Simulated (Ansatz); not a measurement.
**UCCSD(T)/def2-SVP run of SiNH3ClO (SMILES [NH][SiH](O)Cl)**

Aim: the vertical ionisation energy of SiNH3ClO at UCCSD(T)/def2-SVP, from 2 runs. 

Program for the calculation: Ansatz 0.2.0.

127 further runs of the same task are left out: 1 that didn't finish, 126 set aside as unsound or not needed. Runs told in other sessions of the task aren't counted.

### Step 1. The structure to begin with

The species is SiNH3ClO (7 atoms), meant as a doublet with charge 0. SMILES: `[NH][SiH](O)Cl`. The coordinates come from a PBE0-D4/def2-TZVP relaxation. This is one conformer, not always the lowest.

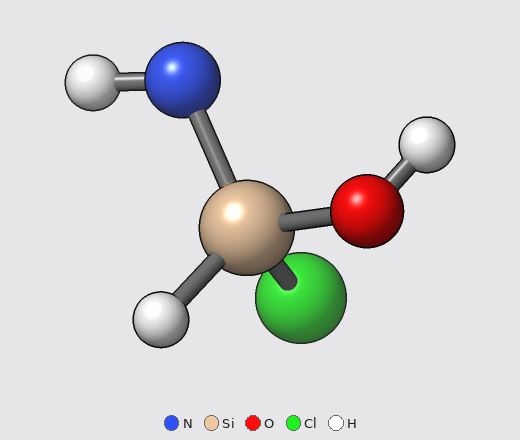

Viewed from a chosen angle; nitrogen blue, silicon light orange, oxygen red, chlorine green, hydrogen white.

### Step 2. A single-point energy at UCCSD(T)/def2-SVP

input.yaml

```yaml
crystal:
  periodic: [false, false, false]
  atoms:
    - {symbol: N, position_ang: [-0.309900, 1.111500, -0.879100]}
    - {symbol: Si, position_ang: [-0.073900, -0.114300, 0.330400]}
    - {symbol: O, position_ang: [1.465600, -0.630300, 0.304800]}
    - {symbol: Cl, position_ang: [-1.390000, -1.593900, -0.221000]}
    - {symbol: H, position_ang: [-1.151500, 1.677300, -0.756300]}
    - {symbol: H, position_ang: [-0.348600, 0.280200, 1.724700]}
    - {symbol: H, position_ang: [1.869600, -0.798400, -0.549200]}
basis:
  gaussian:
    orbitals: def2-SVP
magnetization:
  spin_polarized: true
  initial_magnetization: 1
scf:
  omitted_lower_state_checks: [cluster_reference, increment]
accuracy: high
correlation:
  method: ccsd_t
  frozen_orbitals: {Cl: 5, H: 0, "N": 1, O: 1, Si: 5}
```

Launch:

```sh
$ ansatz run input.yaml --threads 1 --pin off --max-ram 3480MiB --events-out events.jsonl --progress --plain --runs-dir runs
```

Log, shortened:

```text
Warning: RAYON_NUM_THREADS=1 ignored (pool sized by the plan → 1); use --threads N
Functional definition: HF
  name "HF"
[...]
1659 factors; integrals over basis functions are off by at most 4.1e-9 eV
[...]
mean field -23924.99077783 eV, -879.2271941441 hartree, gradient 3.2e-8 eV, S^2 0.757215; 3 other end points of the search recorded, 0 dependent functions left out
12 core orbitals not correlated: weight in the atoms' cores, before any rotation towards them, 1.000 or more for the frozen orbitals, at most 0.000 for the correlated occupied ones
reference -23924.99077783 eV, -879.2271941441 hartree; 13, 12 occupied and 54, 55 virtual orbitals, 1659 factors
second order -14.72263062 eV of doubles, -0.00000000 eV of singles
cycle   1  -15.40597880 eV  change   -6.8e-1 eV  update   8.0e-2
[...]
cycle  33  -15.82610726 eV  change   5.6e-10 eV  update   2.4e-9
perturbative correction -0.33937636 eV, -0.0124718511 hartree
Total energy: -23941.15626145 eV, -879.8212647097 hartree
Checks for a lower state left out: cluster_reference, increment
```

Run time: 57 s. Hardware: 1 thread of Arm Neoverse V1, shared host; peak memory 0.64 GiB.

### Step 3. The singlet cation, same level

molecule.yaml

```yaml
basis:
  gaussian:
    orbitals: def2-SVP
crystal:
  periodic: [false, false, false]
  atoms:
    - symbol: N
      position_ang: [-0.309900, 1.111500, -0.879100]
    - symbol: Si
      position_ang: [-0.073900, -0.114300, 0.330400]
    - symbol: O
      position_ang: [1.465600, -0.630300, 0.304800]
    - symbol: Cl
      position_ang: [-1.390000, -1.593900, -0.221000]
    - symbol: H
      position_ang: [-1.151500, 1.677300, -0.756300]
    - symbol: H
      position_ang: [-0.348600, 0.280200, 1.724700]
    - symbol: H
      position_ang: [1.869600, -0.798400, -0.549200]
total_charge: 1
correlation:
  method: ccsd_t
  frozen_orbitals: {Cl: 5, H: 0, "N": 1, O: 1, Si: 5}
accuracy: high
scf:
  omitted_lower_state_checks: [cluster_reference, increment]
```

Launch:

```sh
$ ansatz run molecule.yaml --threads 1 --pin off --max-ram 3480MiB --events-out events.jsonl --progress --plain --runs-dir runs
```

Log, shortened:

```text
Warning: RAYON_NUM_THREADS=1 ignored (pool sized by the plan → 1); use --threads N
[... 2 set-up lines as earlier in the session ...]
[...]
1658 factors; integrals over basis functions are off by at most 4.1e-9 eV
[...]
mean field -23913.42960620 eV, -878.8023289232 hartree, gradient 3.8e-8 eV, S^2 0.000000; 2 other end points of the search recorded, 0 dependent functions left out; unrestricted orbitals would lower it
12 core orbitals not correlated: weight in the atoms' cores, before any rotation towards them, 1.000 or more for the frozen orbitals, at most 0.000 for the correlated occupied ones
reference -23913.42960620 eV, -878.8023289232 hartree; 12, 12 occupied and 55, 55 virtual orbitals, 1658 factors
second order -14.50961060 eV of doubles, -0.00000000 eV of singles
cycle   1  -15.20419384 eV  change   -6.9e-1 eV  update   1.4e-1
[...]
cycle  60  -16.02232446 eV  change  -3.3e-10 eV  update   1.7e-9
perturbative correction -0.65087109 eV, -0.0239190714 hartree
Total energy: -23930.10280175 eV, -879.4150575582 hartree
Checks for a lower state left out: cluster_reference, increment
```

Run time: 23 s. Hardware: 1 thread of Arm Neoverse V1, shared host; peak memory 0.36 GiB.

### Step 4. What came out

At UCCSD(T)/def2-SVP, 12 core orbitals frozen:

```
                                                      quantity          value
                                doublet SiNH3ClO: total energy  -879.82126 Eh
doublet SiNH3ClO: correlation energy (12 core orbitals frozen)     -594.1 mEh
                              doublet SiNH3ClO: (T) correction     -12.47 mEh
           doublet SiNH3ClO: ⟨S²⟩ of the reference determinant          0.757
                               doublet SiNH3ClO: T1 diagnostic          0.012
                                  singlet cation: total energy  -879.41506 Eh
  singlet cation: correlation energy (12 core orbitals frozen)     -612.7 mEh
                                singlet cation: (T) correction     -23.92 mEh
                                 singlet cation: T1 diagnostic          0.062
            vertical ionisation energy (to the singlet cation)      11.053 eV
```

What this shows: The vertical ionisation energy comes to 11.05 eV (1066 kJ/mol). Only the singlet of the ionised species was computed; a triplet could lie lower. The triples (doublet SiNH3ClO) make up 2.1 % of the correlation energy. The T1 diagnostic (singlet cation) of 0.062 is above the customary mark for such species, so a single reference may not serve. The restricted solution (singlet cation) is unstable to spin breaking: an unrestricted one lies lower. The triples (singlet cation) make up 3.9 % of the correlation energy.
